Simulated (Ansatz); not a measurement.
The reference is ZrSnO3 in the cubic perovskite structure (space group Pm-3m, No. 221; a = 4.129 Å; a hypothetical phase, not in the database extracts checked). Axes: x, y, z lie along the cube axes.

It is then changed as follows: biaxial strain −3.32 %, plane normal [001], relaxed out of plane (Cartesian); in-plane vectors clamped, the third vector and the atoms free.

All numbers come from PBEsol (Ansatz, a quantum-chemistry and plane-wave program; PAW; 420 eV plane waves; no SOC).

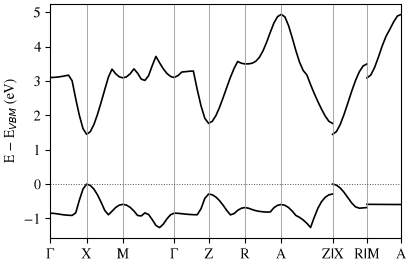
Figure. Highest valence and lowest conduction band along the path of the changed cell's own zone

The gap is 1.45 eV, direct at X; the base has 1.69 eV.

Whether these cells are dynamically stable was not tested. Many cubic perovskites are stable only at high temperature; tilts and polar distortions were not tested. k-point labels follow each cell's own Brillouin zone.
